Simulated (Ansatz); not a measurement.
## Exact exchange and the HOMO–LUMO gap of C4H9Cl (1-chlorobutane)

C4H9Cl has 14 atoms, charge 0, and is taken as a singlet. SMILES: `CCCCCl`. The coordinates come from a PBE0-D4/def2-TZVP relaxation. This is one conformer, not always the lowest.

The HOMO–LUMO gap y, in eV, basis 6-31G(d); a is the functional's share of exact exchange. Programs: Ansatz 0.2.0.

```
functional  program     a  y (eV)
    r2SCAN   Ansatz     0    7.50
       PBE   Ansatz     0    6.88
     B3LYP   Ansatz   0.2    8.94
      PBE0   Ansatz  0.25       ?
   r2SCAN0   Ansatz  0.25    9.85
     BHLYP   Ansatz   0.5   12.02
```

Problem. Fit y = c + s·a to the known rows and predict PBE0.

Solution. 
1. Means of the 5 rows: a = 0.1900, y = 9.038.
2. Σ(Δa)² = 0.172, Σ(Δa·Δy) = 1.6744, so the slope is 1.6744/0.172 = 9.7349.
3. Intercept: 9.038 − (9.7349) × 0.1900 = 7.188. The largest residual of the fit is 0.31.
4. PBE0: 7.188 + (9.7349) × 0.25 = 9.62 eV.

The run gave 9.48 eV, so the prediction is off by +0.14 eV, within the largest residual. Exact exchange lowers occupied levels and raises empty ones. The rows mix families of semi-local functionals, which the line can't see.

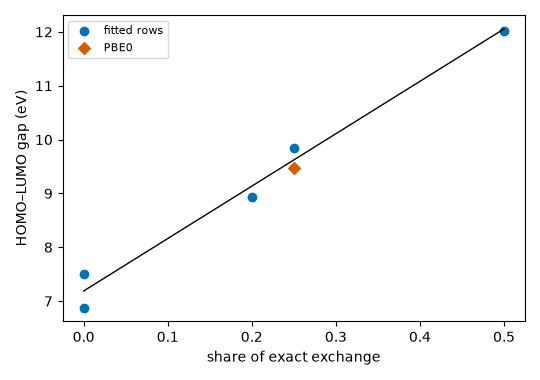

The fitted line, with the withheld row.
